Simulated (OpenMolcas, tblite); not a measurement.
**CH5BOSi (SMILES B[SiH2]C=O): the vertical energy of the triplet above the singlet, rung by rung**

The species is CH5BOSi (9 atoms), meant as a singlet with charge 0. SMILES: `B[SiH2]C=O`. The shape is that of a PBE0-D4/def2-TZVP optimisation. This is one conformer, not always the lowest.

Quantity: the vertical energy of the triplet above the singlet, in eV. The values are calculated.

| level | kind | program | value (eV) | less CCSD(T)/def2-SVP | CPU time (all runs) |
| --- | --- | --- | --- | --- | --- |
| GFN2-xTB | semi-empirical | tblite | 1.96 | -0.91 | under 2 s |
| GFN1-xTB | semi-empirical | tblite | 1.88 | -0.99 | under 2 s |
| HF/def2-SVP | Hartree–Fock | OpenMolcas | 2.02 | -0.85 | 15 s |
| SVWN5/def2-SVP | LDA | OpenMolcas | 2.21 | -0.66 | 57 s |
| PBE/def2-SVP | GGA | OpenMolcas | 2.19 | -0.68 | 82 s |
| r2SCAN/def2-SVP | meta-GGA | OpenMolcas | 2.19 | -0.68 | 1.7 min |
| BHLYP/def2-SVP | global hybrid | OpenMolcas | 2.48 | -0.39 | 70 s |
| CCSD(T)/def2-SVP, open shells restricted | coupled cluster or CI | OpenMolcas | 2.87 | 0.00 | 98 s |

Differences are taken from CCSD(T)/def2-SVP, open shells restricted for orientation; it has basis-set and higher-order errors of its own. The values span 1.88 to 2.87 eV. Times are those of the runs behind each value, whatever else they computed, on shared processors of several kinds: orders of magnitude only.

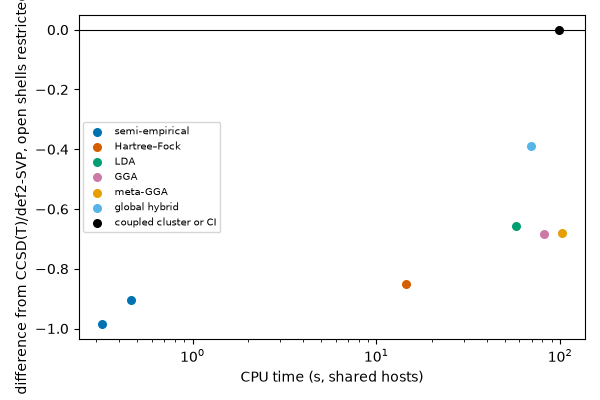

Difference from CCSD(T)/def2-SVP, open shells restricted against processor time, one point a level.
